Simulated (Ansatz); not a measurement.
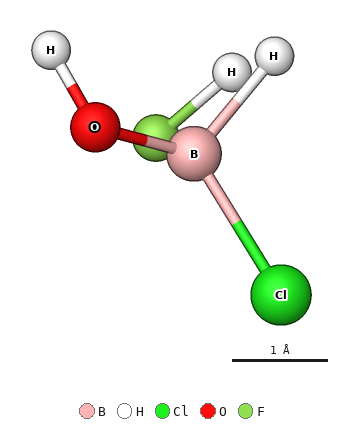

Fig. 1: The input geometry (ball-and-stick view, seen at a tilt).

Run report: BH₃ClOF, frequency calculation

- system: BH₃ClOF
- method: RKS BHLYP/def2-SVP (Ansatz 0.2.0)

It belongs to a series of runs on one base structure; here: vibrations at the highest image of the band.

**Output**
```
Engine: ansatz 0.2.0, aarch64-unknown-linux-gnu
Functional definition: BHLYP
  parameter a = 0.5
  exchange = (1 - a)*b88_x + a*exact_x
  correlation = lyp_c
785 factors; integrals over basis functions are off by at most 4.6e-4 eV
mean field evaluation 1: about -17999.0533 eV, gradient 4.3e1 eV
mean field evaluation 2: about -17998.4717 eV, gradient 4.8e1 eV
mean field evaluation 4: about -18002.2272 eV, gradient 6.6e-1 eV
mean field evaluation 8: about -18002.3104 eV, gradient 1.1e-1 eV
mean field evaluation 16: about -18002.3104 eV, gradient 3.1e-5 eV
mean field -18002.31042175 eV, -661.5727055950 hartree, gradient 3.1e-5 eV, S^2 0.000000; 0 other end points of the search recorded, 0 dependent functions left out
the calculation of the forces begins
reference -18002.31055037 eV, -661.5727103216 hartree; 21, 21 occupied and 54, 54 virtual orbitals, 785 factors
these checks for a lower state are left out or cut short: stability, starts, cluster_reference, orbital_swaps, neighbouring_geometries, increment
785 factors; integrals over basis functions are off by at most 4.6e-4 eV
mean field -18002.31015925 eV, -661.5726959485 hartree, gradient 4.4e-6 eV, S^2 0.000000; 0 other end points of the search recorded, 0 dependent functions left out
[... from here on the field's lines of each further geometry are left out, up to the last ...]
the calculation of the forces begins
reference -18002.31045558 eV, -661.5727068382 hartree; 21, 21 occupied and 54, 54 virtual orbitals, 785 factors
these checks for a lower state are left out or cut short: stability, starts, cluster_reference, orbital_swaps, neighbouring_geometries, increment
785 factors; integrals over basis functions are off by at most 4.6e-4 eV
mean field -18002.31043071 eV, -661.5727059244 hartree, gradient 1.9e-6 eV, S^2 0.000000; 0 other end points of the search recorded, 0 dependent functions left out
the calculation of the forces begins
reference -18002.31055931 eV, -661.5727106502 hartree; 21, 21 occupied and 54, 54 virtual orbitals, 785 factors
WARN: phonons: modes at or below zero, which the zero-point energy, F, S and C_V leave out: 1, the lowest at -1403.55 cm⁻¹. A minimum has none, and a first-order saddle one
Total energy: -18002.31055037 eV, -661.5727103216 hartree
Atom 0 at     0.116192     0.092391    -0.026878 Å, force    -0.040695    -0.001016     0.026025 eV/Å
Atom 1 at     0.165351    -0.339725     1.251489 Å, force     0.007563    -0.016221     0.013433 eV/Å
Atom 2 at     1.709309    -0.063544    -0.772435 Å, force     0.031697     0.004600    -0.020252 eV/Å
Atom 3 at    -0.972782    -0.284621    -0.718791 Å, force    -0.004701    -0.009421     0.008827 eV/Å
Atom 4 at    -1.808900    -0.175582    -0.274072 Å, force    -0.001039     0.006746    -0.019367 eV/Å
Atom 5 at    -0.068641     1.581397     0.628889 Å, force     0.006089    -0.004917     0.012126 eV/Å
Atom 6 at     0.058868     0.686283     1.330696 Å, force     0.001087     0.020230    -0.020792 eV/Å
Dipole moment:    -0.424539    -0.074722     0.509723 e Å
Vibrations: -1403.55 255.07 341.92 387.70 467.75 722.57 788.56 906.87 1058.63 1222.85 1351.53 1433.72 2043.78 2225.70 4039.66 cm⁻¹, zero-point energy 1.069135 eV
```

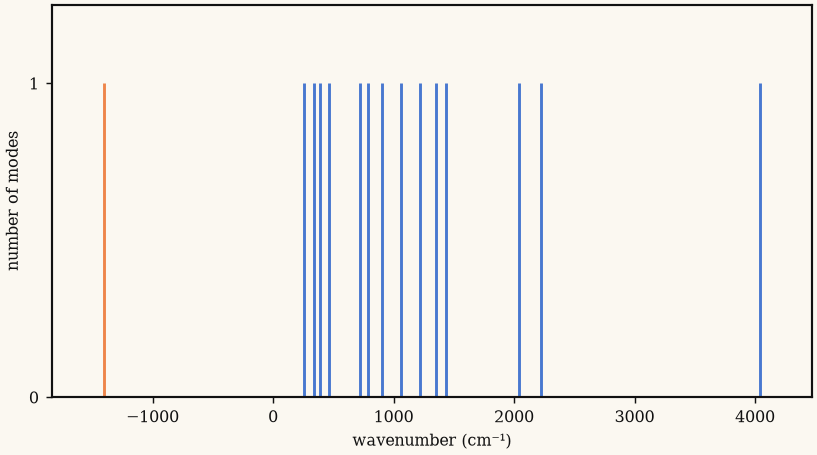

Fig. 2: Harmonic vibrational wavenumbers from the force constants; neighbouring modes closer than 25 cm⁻¹ are counted in one stick, and imaginary ones are drawn at negative wavenumbers. 15 modes from 1404i to 4040 cm⁻¹, 1 imaginary beyond 8i (1404i cm⁻¹): a first-order saddle point, if the geometry is stationary.

This output came from the following input.

**The input**
```yaml
crystal:
  periodic: [false, false, false]
  atoms:
    - { symbol: B, position_ang: [0.116192, 0.092391, -0.026878] }
    - { symbol: H, position_ang: [0.165351, -0.339725, 1.251489] }
    - { symbol: Cl, position_ang: [1.709309, -0.063544, -0.772435] }
    - { symbol: O, position_ang: [-0.972782, -0.284621, -0.718791] }
    - { symbol: H, position_ang: [-1.8089, -0.175582, -0.274072] }
    - { symbol: F, position_ang: [-0.068641, 1.581397, 0.628889] }
    - { symbol: H, position_ang: [0.058868, 0.686283, 1.330696] }
basis:
  gaussian: { orbitals: def2-SVP }
hamiltonian:
  xc: { name: BHLYP }
phonons: {}
```

Run as:
```bash
ansatz run input.yaml --threads 1 --pin off --max-ram 2048MiB --backend cpu --events-out ev --progress --plain --runs-dir out
```

**Key numbers**

| quantity | value |
| --- | --- |
| outcome | converged |
| total energy | −18002.3106 eV |
| mean-field energy | −18002.3106 eV |
| largest force (length of the vector) | 0.048 eV/Å |
| hardware | 1 thread of Arm Neoverse V1, 24 GiB of memory available, shared host |
| wall time | 67 s |
| peak memory | 0.14 GiB |
